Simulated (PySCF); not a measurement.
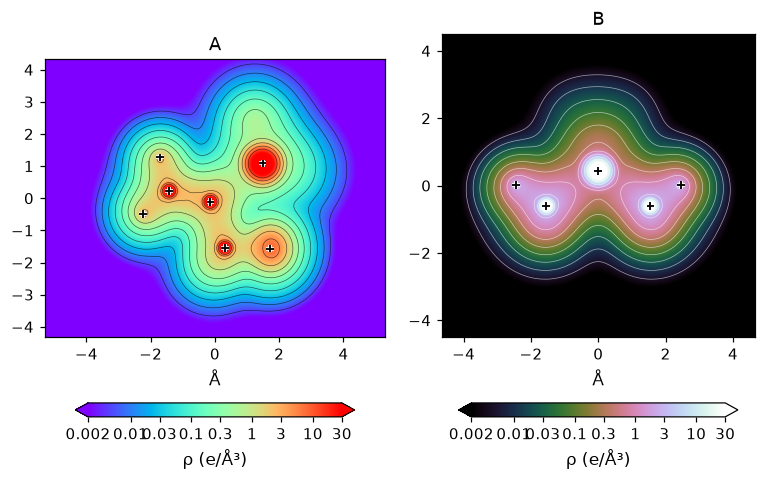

The total electron density of 2 systems, each on a plane through atoms (crosses mark nuclei in the plane).

Level of theory: PySCF 2.14.0, CAM-B3LYP/def2-SVPD, SCF density, gas phase.

System 1: C3H9ClSi, the plane of atoms Si1, C3 and H6. Geometry: PBE0-D3(BJ)/def2-SVP.

```xyz
14

Si    0.0032   -0.0032    0.4080
Cl    0.0309   -0.0013    2.5031
C     1.7804   -0.0142   -0.1735
H     2.3289    0.8547    0.2207
H     1.8232    0.0220   -1.2742
H     2.2979   -0.9262    0.1607
C    -0.8853    1.5486   -0.1394
H    -1.9227    1.5587    0.2279
H    -0.9093    1.6096   -1.2394
H    -0.3788    2.4475    0.2435
C    -0.9053   -1.5441   -0.1366
H    -1.9422   -1.5415    0.2317
H    -0.4090   -2.4478    0.2474
H    -0.9315   -1.6067   -1.2367
```

System 2: C3H10GaNO (SMILES C=[C](CO)[GaH2-][NH3+]), the plane of atoms C3, C2 and Ga5. Geometry: GFN2-xTB.

```yaml
atoms:
  - { symbol: C, position_ang: [-1.2839, 2.0036, -0.1588] }
  - { symbol: C, position_ang: [-0.7908, 0.8080, 0.1387] }
  - { symbol: C, position_ang: [-1.4462, -0.4718, -0.3174] }
  - { symbol: O, position_ang: [-0.8074, -1.5572, 0.3545] }
  - { symbol: Ga, position_ang: [0.8624, 0.3451, 1.1966] }
  - { symbol: N, position_ang: [2.0344, -0.9294, -0.0620] }
  - { symbol: H, position_ang: [-2.1874, 2.1471, -0.7406] }
  - { symbol: H, position_ang: [-0.7832, 2.8994, 0.1798] }
  - { symbol: H, position_ang: [-2.5289, -0.4912, -0.1456] }
  - { symbol: H, position_ang: [-1.2666, -0.6346, -1.3861] }
  - { symbol: H, position_ang: [-1.1950, -1.6142, 1.2356] }
  - { symbol: H, position_ang: [1.9130, 1.4929, 1.3006] }
  - { symbol: H, position_ang: [0.8067, -0.5405, 2.4747] }
  - { symbol: H, position_ang: [2.9130, -1.1848, 0.3848] }
  - { symbol: H, position_ang: [1.5031, -1.7790, -0.2462] }
  - { symbol: H, position_ang: [2.2493, -0.4845, -0.9523] }
```

**Which map belongs to which system?**

Panel A is system 2, C3H10GaNO: the plane holds C, O, Ga and H. C–C (1.33 Å): ρ is about 2.3 e/Å³ halfway. Panel B is system 1, C3H9ClSi: the plane holds Si, C and H. C–Si (1.87 Å): ρ is about 0.99 e/Å³ halfway.
